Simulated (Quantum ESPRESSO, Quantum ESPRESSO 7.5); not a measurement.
# Ga2Se2 on 1T-SnSe2, AA stacking, stepped through the field along the normal

What law, if any, do the results for Ga2Se2 on 1T-SnSe2, AA stacking follow against the field along the normal?

Program: Quantum ESPRESSO 7.5. Level of theory: plane-wave DFT, PBE, GBRV ultrasoft pseudopotentials (geometry by pw.x at PBE-D3(BJ), GBRV ultrasoft). Results are calculated unless marked as measured.

### 1. Set-up

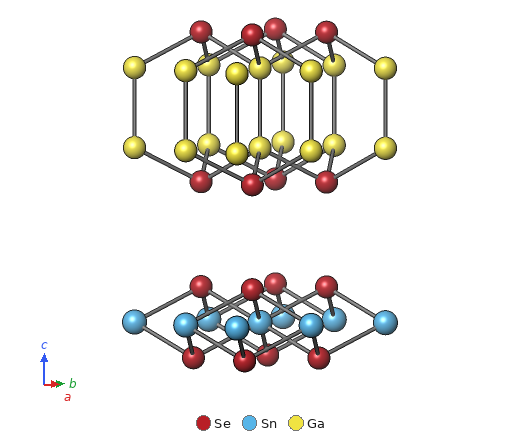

Start, viewed from the side, with the c axis up; selenium red, tin blue, gallium yellow. 2×2×1 cells are drawn. Some periodic images of atoms are drawn too.

The cell holds 7 atoms: 4 Se, 1 Sn and 2 Ga. Its edges and angles: a = 3.846 Å, b = 3.846 Å, c = 26.880 Å, α = 90.0°, β = 90.0°, γ = 120.0°. Vacuum lies along c.

Set-up: Cell and atoms are relaxed without a field with a D3(BJ) correction and then held. Sawtooth field with dipole correction, 17 Å of vacuum in the starting cell, Fermi-Dirac smearing of 0.002 Ry; bands along a path at each field.

Members -0.05, 0.1, -0.1, 0.2, -0.2, 0.3 and -0.3 took the same steps and show in the table alone.

### 2. Variable-cell relaxation of the reference

What the set-up leaves free in this member is relaxed.

ref.relax.in reads:

```
&control
  prefix = 'ref.relax'
  outdir = './out'
  pseudo_dir = './pseudo'
  nstep = 80
  forc_conv_thr = 0.0004
  calculation = 'vc-relax'
  etot_conv_thr = 1e-06
/
&system
  ibrav = 0
  nat = 7
  ntyp = 3
  ecutwfc = 50
  ecutrho = 250
  vdw_corr = 'grimme-d3'
  dftd3_version = 4
  occupations = 'smearing'
  smearing = 'fd'
  degauss = 0.004
/
&electrons
  conv_thr = 1e-09
  mixing_beta = 0.4
  electron_maxstep = 120
  mixing_mode = 'plain'
/
&ions
/
&cell
  cell_dofree = '2Dxy'
  press_conv_thr = 0.3
/
ATOMIC_SPECIES
  Se  78.9710  se_pbe_v1.uspp.F.UPF
  Sn  118.7100  sn_pbe_v1.4.uspp.F.UPF
  Ga  69.7230  ga_pbe_v1.4.uspp.F.UPF
CELL_PARAMETERS angstrom
  3.84600000000000 0.00000000000000 0.00000000000000
  -1.92300000000000 3.33073370295495 0.00000000000000
  0.00000000000000 0.00000000000000 26.87959401912763
ATOMIC_POSITIONS crystal
  Se  0.666666666700 0.333333333300 0.316225014186
  Sn  0.000000000000 0.000000000000 0.355483215804
  Se  0.333333333300 0.666666666700 0.394741417423
  Se  0.333333333300 0.666666666700 0.513790834528
  Ga  0.000000000000 0.000000000000 0.553395319900
  Ga  0.000000000000 0.000000000000 0.644170500442
  Se  0.333333333300 0.666666666700 0.683774985814
K_POINTS automatic
  12 12 1 0 0 0
```

Started as:

```sh
> OMP_NUM_THREADS=1 mpirun -n 4 pw.x -nk 4 -in ref.relax.in > ref.relax.out
```

Log:

```text
Program PWSCF v.7.5 starts
[citation notice left out]

     Parallel version (MPI & OpenMP), running on       4 processor cores
     Number of MPI processes:                 4
     Threads/MPI process:                     1

     MPI processes distributed on     1 nodes
[...]
Current dimensions of program PWSCF are:
     Max number of different atomic species (ntypx) = 10
     Max number of k-points (npk) =  40000
     Max angular momentum in pseudopotentials (lmaxx) =  4
     Message from routine setup:
     using ibrav=0 with symmetry is DISCOURAGED, use correct ibrav instead

     K-points division:     npool     =       4
     Subspace diagonalization in iterative solution of the eigenvalue problem:
     a serial algorithm will be used

     G-vector sticks info
     --------------------
     sticks:   dense  smooth     PW     G-vecs:    dense   smooth      PW
     Sum         913     733    211               155247   111121   17529

     Using Slab Decomposition

     bravais-lattice index     =            0
     lattice parameter (alat)  =       7.2679  a.u.
     unit-cell volume          =    2323.6381 (a.u.)^3
     number of atoms/cell      =            7
     number of atomic types    =            3
     number of electrons       =        76.00
     number of Kohn-Sham states=           46
     kinetic-energy cutoff     =      50.0000  Ry
     charge density cutoff     =     250.0000  Ry
     scf convergence threshold =      1.0E-09
     mixing beta               =       0.4000
     number of iterations used =            8  plain     mixing
     energy convergence thresh.=      1.0E-06
     force convergence thresh. =      4.0E-04
     press convergence thresh. =      3.0E-01
     Exchange-correlation=  SLA  PW   PBX  PBC
                           (   1   4   3   4   0   0   0)
     nstep                     =           80

     celldm(1)=   7.267887  celldm(2)=   0.000000  celldm(3)=   0.000000
     celldm(4)=   0.000000  celldm(5)=   0.000000  celldm(6)=   0.000000

     crystal axes: (cart. coord. in units of alat)
               a(1) = (   1.000000   0.000000   0.000000 )
               a(2) = (  -0.500000   0.866025   0.000000 )
               a(3) = (   0.000000   0.000000   6.988974 )

     reciprocal axes: (cart. coord. in units 2 pi/alat)
               b(1) = (  1.000000  0.577350 -0.000000 )
               b(2) = (  0.000000  1.154701  0.000000 )
               b(3) = (  0.000000 -0.000000  0.143083 )

     PseudoPot. # 1 for Se read from file:
     ./pseudo/se_pbe_v1.uspp.F.UPF
     Pseudo is Ultrasoft + core correction, Zval =  6.0
     Generated by new atomic code, or converted to UPF format
     Using radial grid of  877 points,  6 beta functions with:
                l(1) =   0
                l(2) =   0
                l(3) =   1
                l(4) =   1
                l(5) =   2
                l(6) =   2
     Q(r) pseudized with  8 coefficients,  rinner =    1.300   1.300   1.300
                                                       1.300   1.300

     PseudoPot. # 2 for Sn read from file:
     ./pseudo/sn_pbe_v1.4.uspp.F.UPF
     Pseudo is Ultrasoft + core correction, Zval = 14.0
     Generated by new atomic code, or converted to UPF format
     Using radial grid of  891 points,  6 beta functions with:
                l(1) =   0
                l(2) =   0
                l(3) =   1
                l(4) =   1
                l(5) =   2
                l(6) =   2
     Q(r) pseudized with  8 coefficients,  rinner =    1.350   1.350   1.350
                                                       1.350   1.350

     PseudoPot. # 3 for Ga read from file:
     ./pseudo/ga_pbe_v1.4.uspp.F.UPF
     Pseudo is Ultrasoft + core correction, Zval = 19.0
     Generated by new atomic code, or converted to UPF format
     Using radial grid of  871 points,  6 beta functions with:
                l(1) =   0
                l(2) =   0
                l(3) =   1
                l(4) =   1
                l(5) =   2
                l(6) =   2
     Q(r) pseudized with  8 coefficients,  rinner =    1.250   1.250   1.250
                                                       1.250   1.250

     atomic species   valence    mass     pseudopotential
     Se                6.00    78.97100     Se( 1.00)
     Sn               14.00   118.71000     Sn( 1.00)
     Ga               19.00    69.72300     Ga( 1.00)

      6 Sym. Ops. (no inversion) found

   Cartesian axes

     site n.     atom                  positions (alat units)
         1        Se     tau(   1) = (   0.5000000   0.2886751   2.2100884  )
         2        Sn     tau(   2) = (   0.0000000   0.0000000   2.4844630  )
         3        Se     tau(   3) = (  -0.0000000   0.5773503   2.7588375  )
         4        Se     tau(   4) = (  -0.0000000   0.5773503   3.5908708  )
         5        Ga     tau(   5) = (   0.0000000   0.0000000   3.8676655  )
         6        Ga     tau(   6) = (   0.0000000   0.0000000   4.5020909  )
         7        Se     tau(   7) = (  -0.0000000   0.5773503   4.7788856  )

     --------------------------------------------
     DFT-D3 Dispersion Correction (3-body terms):
     --------------------------------------------
       Reference C6 values for interpolation:

         atom   Coordination number   C6
         Ga         0.000           967.50
         Ga         0.960           843.30
         Ga         1.931           515.75
         Ga         2.923           344.63
         Se         0.000           427.35
         Se         0.990           427.57
         Se         1.981           421.05
         Sn         0.000          1255.14
         Sn         0.951          1084.09
         Sn         1.950          1010.83
         Sn         2.926           818.29
         Sn         3.912           672.20

       Values used:

         atom   Coordination number  R0_AB[au]  C6      C8
         Se         4.143            3.332    421.05  29958.36
         Sn         6.706            3.957    672.20  84369.06
         Se         4.366            3.332    421.05  29958.36
         Se         3.305            3.332    421.05  29958.36
         Ga         4.109            3.740    344.63  38742.77
         Ga         4.098            3.740    344.63  38742.77
         Se         3.072            3.332    421.05  29958.36

         Molecular C6 ( Ry / a.u.^6 ) =     21043.28

     number of k points=    19  Fermi-Dirac smearing, width (Ry)=  0.0040
                       cart. coord. in units 2pi/alat
        k(    1) = (   0.0000000   0.0000000   0.0000000), wk =   0.0138889
[...]
the Fermi energy is     0.9122 ev

!    total energy              =   -1164.62151089 Ry
     estimated scf accuracy    <          2.3E-10 Ry
     smearing contrib. (-TS)   =      -0.00038022 Ry
     internal energy E=F+TS    =   -1164.62113068 Ry

     The total energy is F=E-TS. E is the sum of the following terms:
     one-electron contribution =   -5058.33113284 Ry
     hartree contribution      =    2542.69731866 Ry
     xc contribution           =    -259.14483803 Ry
     ewald contribution        =    1610.29271161 Ry
     DFT-D3 Dispersion         =      -0.13519007 Ry

     convergence has been achieved in  11 iterations

     negative rho (up, down):  3.270E-04 0.000E+00

     Forces acting on atoms (cartesian axes, Ry/au):

     atom    1 type  1   force =    -0.00000000    0.00000000   -0.09904677
     atom    2 type  2   force =     0.00000000    0.00000000   -0.01383913
     atom    3 type  1   force =     0.00000000   -0.00000000    0.06963267
     atom    4 type  1   force =     0.00000000    0.00000000    0.02624773
     atom    5 type  3   force =    -0.00000000    0.00000000    0.00353304
     atom    6 type  3   force =     0.00000000    0.00000000    0.00996003
     atom    7 type  1   force =    -0.00000000    0.00000000    0.00351244

     Total force =     0.125154     Total SCF correction =     0.000068

     Computing stress (Cartesian axis) and pressure

     negative rho (up, down):  3.270E-04 0.000E+00
          total   stress  (Ry/bohr**3)                   (kbar)     P=       22.17
   0.00005666  -0.00000000   0.00000000            8.34       -0.00        0.00
   0.00000000   0.00005666   0.00000000            0.00        8.34        0.00
   0.00000000   0.00000000   0.00033878            0.00        0.00       49.84

     Energy error            =      5.4E-02 Ry
     Gradient error          =      9.9E-02 Ry/Bohr
     Cell gradient error     =      8.3E+00 kbar

     number of scf cycles    =   3
     number of bfgs steps    =   2

     enthalpy           old  =   -1164.5675771333 Ry
     enthalpy           new  =   -1164.6215108940 Ry

     CASE: enthalpy          _new < enthalpy          _old

     new trust radius        =       0.3450358898 bohr
     new conv_thr            =       0.0000000010 Ry

     new unit-cell volume =   2464.55158 a.u.^3 (   365.20886 Ang^3 )
     density =      2.61006 g/cm^3

CELL_PARAMETERS (angstrom)
   3.960900992   0.000000000   0.000000000
  -1.980450496   3.430240881   0.000000000
   0.000000000   0.000000000  26.879594019

ATOMIC_POSITIONS (crystal)
Se               0.6666666667        0.3333333333        0.3007870502
Sn              -0.0000000000       -0.0000000000        0.3543701595
Se               0.3333333333        0.6666666667        0.4074223688
Se               0.3333333333        0.6666666667        0.5154397445
Ga               0.0000000000        0.0000000000        0.5544662847
Ga               0.0000000000        0.0000000000        0.6441843890
Se               0.3333333333        0.6666666667        0.6849112914

[...]
NEW-OLD atomic charge density approx. for the potential
     New effective cutoffs (rho, wfc):  249.61   49.97

     negative rho (up, down):  5.210E-04 0.000E+00

     total cpu time spent up to now is      362.1 secs

     per-process dynamical memory:   194.3 Mb

[...]
!    total energy              =   -1164.65711573 Ry
[...]
Total force =     0.057239     Total SCF correction =     0.000131
[...]
number of bfgs steps    =   3
[...]
new trust radius        =       0.1603213851 bohr
[...]
!    total energy              =   -1164.66416579 Ry
[...]
Total force =     0.044275     Total SCF correction =     0.000063
[...]
number of bfgs steps    =   4
[...]
new trust radius        =       0.1582566715 bohr
[...]
!    total energy              =   -1164.71661809 Ry
[...]
Total force =     0.008173     Total SCF correction =     0.000029
[...]
number of bfgs steps    =  20
[...]
new trust radius        =       0.0517677096 bohr
[...]
Self-consistent Calculation

     iteration #  1     ecut=    50.00 Ry     beta= 0.40
     Davidson diagonalization with overlap
     ethr =  1.00E-06,  avg # of iterations = 13.4

     negative rho (up, down):  2.340E-04 0.000E+00

     total cpu time spent up to now is     2457.5 secs

     total energy              =   -1164.70682587 Ry
     estimated scf accuracy    <       0.01949013 Ry

[...]
iteration # 11     ecut=    50.00 Ry     beta= 0.40
[...]
negative rho (up, down):  2.396E-04 0.000E+00

[...]
End of self-consistent calculation

          k = 0.0000 0.0000 0.0000 ( 13897 PWs)   bands (ev):

   -93.2501 -93.2501 -93.2179 -93.2179 -93.2102 -93.1739 -20.7258 -20.7258
   -20.6820 -20.6715 -20.6715 -13.8138 -13.6834 -13.6834 -13.6259 -13.6259
   -13.6004 -13.6004 -13.4679 -13.4676 -13.4676 -13.1605 -12.7603 -12.5321
   -11.8375  -5.5801  -5.2972  -2.8587  -0.8912  -0.0761  -0.0761   0.0654
     0.0654   0.0906   0.0906   0.4570   0.4633   0.4633   2.1417   2.6365
     3.4563   3.7263   5.1891   5.1891   5.2604   5.2604

          k = 0.0000 0.0978 0.0000 ( 13851 PWs)   bands (ev):

   -93.2501 -93.2501 -93.2179 -93.2179 -93.2101 -93.1738 -20.7282 -20.7226
   -20.6798 -20.6738 -20.6715 -13.8139 -13.7026 -13.6828 -13.6364 -13.6238
   -13.6130 -13.5977 -13.4900 -13.4680 -13.4359 -13.0915 -12.6805 -12.4602
   -11.7871  -5.5468  -5.2994  -2.8679  -0.9149  -0.6252  -0.5535  -0.4350
    -0.2002  -0.1499  -0.0262   0.0684   0.5193   0.5511   2.5548   3.0589
     3.8921   4.1764   4.9244   5.0556   5.3475   5.3943

          k = 0.0000 0.1957 0.0000 ( 13834 PWs)   bands (ev):

   -93.2502 -93.2501 -93.2179 -93.2179 -93.2101 -93.1738 -20.7360 -20.7143
   -20.6804 -20.6732 -20.6713 -13.8167 -13.7422 -13.6816 -13.6779 -13.6222
   -13.6178 -13.5902 -13.5008 -13.4692 -13.4072 -12.8898 -12.4625 -12.2602
   -11.6470  -5.4849  -5.3353  -3.0131  -1.7491  -1.5799  -1.3030  -0.8414
    -0.5986  -0.5632  -0.4742  -0.2853   0.5013   0.5530   2.8092   3.5708
     3.8531   4.4728   5.2200   5.5425   5.6483   5.7336

          k = 0.0000 0.2935 0.0000 ( 13848 PWs)   bands (ev):

   -93.2502 -93.2502 -93.2180 -93.2179 -93.2101 -93.1738 -20.7480 -20.7051
   -20.6875 -20.6694 -20.6645 -13.8321 -13.7706 -13.7246 -13.6810 -13.6280
   -13.6086 -13.5797 -13.5071 -13.4709 -13.3853 -12.5727 -12.1502 -11.9703
   -11.4526  -5.5853  -5.4279  -3.5815  -2.7133  -2.3979  -1.6817  -1.4294
    -1.0374  -0.8150  -0.5944  -0.5034   0.3912   0.3921   2.3553   3.3032
     3.5578   4.6596   5.5934   5.7890   5.8426   6.0496

          k = 0.0000 0.3913 0.0000 ( 13894 PWs)   bands (ev):

   -93.2502 -93.2502 -93.2180 -93.2179 -93.2101 -93.1738 -20.7612 -20.6990
   -20.6940 -20.6645 -20.6555 -13.8588 -13.7782 -13.7614 -13.6811 -13.6330
   -13.5987 -13.5690 -13.5115 -13.4726 -13.3695 -12.1795 -11.8026 -11.6488
   -11.2679  -5.9710  -5.6591  -4.3630  -3.4243  -2.7459  -1.9538  -1.4558
    -1.3961  -1.1111  -0.8666  -0.4138   0.0266   0.2613   1.7696   2.9899
     3.2149   4.6920   5.3260   5.4316   5.8847   5.9002

          k = 0.0000 0.4891 0.0000 ( 13886 PWs)   bands (ev):

   -93.2503 -93.2502 -93.2180 -93.2179 -93.2101 -93.1738 -20.7712 -20.6982
   -20.6966 -20.6585 -20.6488 -13.8796 -13.7856 -13.7774 -13.6817 -13.6367
   -13.5909 -13.5611 -13.5143 -13.4739 -13.3598 -11.7917 -11.5109 -11.3825
   -11.1762  -6.3938  -6.0035  -4.9685  -3.8829  -2.6585  -2.0271  -1.6269
    -1.3071  -1.2819  -1.0483  -0.5811  -0.2632   0.1632   1.3621   2.8799
     2.9009   4.6160   5.0246   5.0740   5.7593   5.8554

[...]
-20.6924 -20.6627 -20.6474 -13.8858 -13.7950 -13.7777 -13
[key lines of the parts left out:]
total energy              =   -1164.71672498 Ry
the Fermi energy is     0.9582 ev
```

Wall time 50 min (4 MPI ranks of Arm Neoverse V1, shared host); peak memory 1.3 GiB.

Step by step (22 of 26):

```tsv
step	energy less that of the first step (eV)	largest force (eV/Å)	volume (Å³)
1	0.0000	5.3765	344.33
2	-1.1901	3.8273	352.64
3	-1.9239	2.5466	359.10
5	-2.5042	0.7153	365.36
6	-2.5914	0.7042	362.68
7	-2.6976	0.8776	356.23
8	-2.8040	0.7824	346.70
9	-2.8787	0.7353	339.14
11	-2.9802	0.6077	332.40
12	-3.0332	0.6371	330.67
13	-3.0991	0.6898	329.07
14	-3.1465	0.5360	328.28
15	-3.1623	0.4375	328.66
16	-3.1746	0.2372	329.35
18	-3.1897	0.4123	330.20
19	-3.2002	0.4038	330.89
20	-3.2120	0.2732	331.97
21	-3.2179	0.1170	332.83
22	-3.2193	0.0952	333.13
24	-3.2198	0.0106	333.28
25	-3.2198	0.0014	333.28
26	-3.2050	0.0013	333.28
```

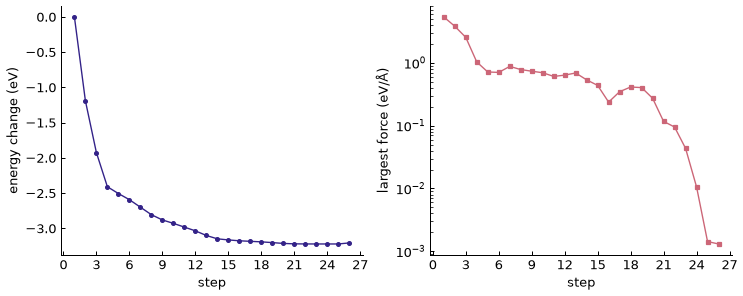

Energy and largest force along the relaxation.

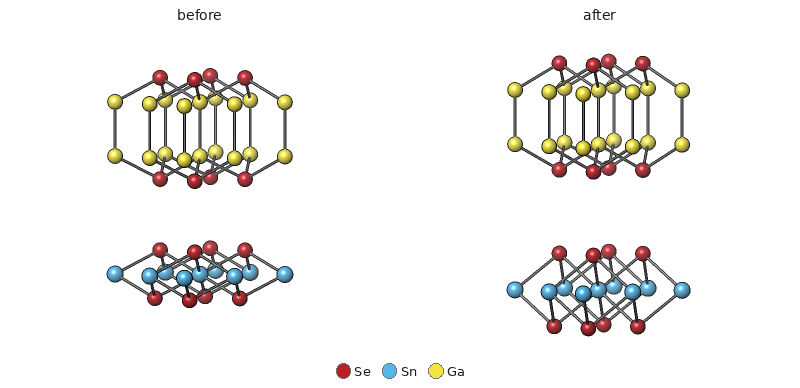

Before and after, at one scale.

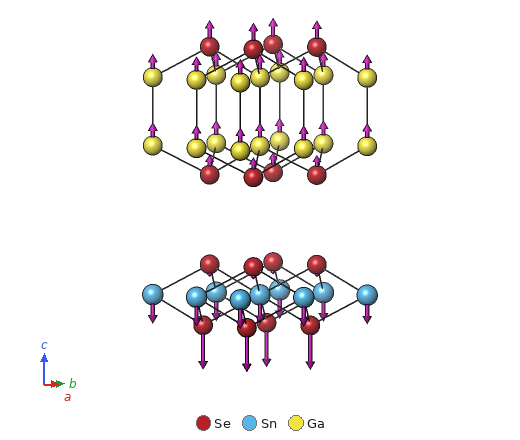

Displacements in the relaxation, scaled, measured against the changing cell; the longest in the cell stands for 1.27 Å. 2×2×1 cells are drawn. Some periodic images of atoms are drawn too.

```tsv
cell as run	before	after	change
a (Å)	3.846	3.784	-1.6 %
b (Å)	3.846	3.784	-1.6 %
```

The atoms that moved most (Å, along periodic axes as changes of fractional coordinates times the final cell, across vacuum about the mean position):

```tsv
atom	dx	dy	dz	length
Se1	0.000	0.000	-1.270	1.270
Sn2	0.000	0.000	-0.711	0.711
Se7	0.000	0.000	0.649	0.649
Ga6	0.000	0.000	0.536	0.536
Ga5	0.000	0.000	0.529	0.529
Se4	0.000	0.000	0.417	0.417
Se3	0.000	0.000	-0.150	0.150
```

 The last row is no step: it is a fresh SCF in the final cell with a new plane-wave basis, +15 meV from the row before, a sign that the cell is biased by the basis (Pulay stress).

Read from the output:

```
free energy             : -15846.7640 eV
energy at zero smearing : -15846.7639 eV
Fermi energy            : 0.9543 eV
```

(Continued in part 2 of 4.)

[Logs are printed without paths, hosts, clocks, repeated set-up lines and the standing remarks that a program may print on its own settings, such as how far it seeks lower states.]

[Hosts, paths, dates, database ids (printed as entryN), source tags and the programs' standing remarks are cut or masked in the printed files.]

[Maps of the electrostatic potential energy from Ansatz leave out the sawtooth potential of an applied field or a dipole correction, so their vacuum need not be flat; planar profiles and work functions include it.]
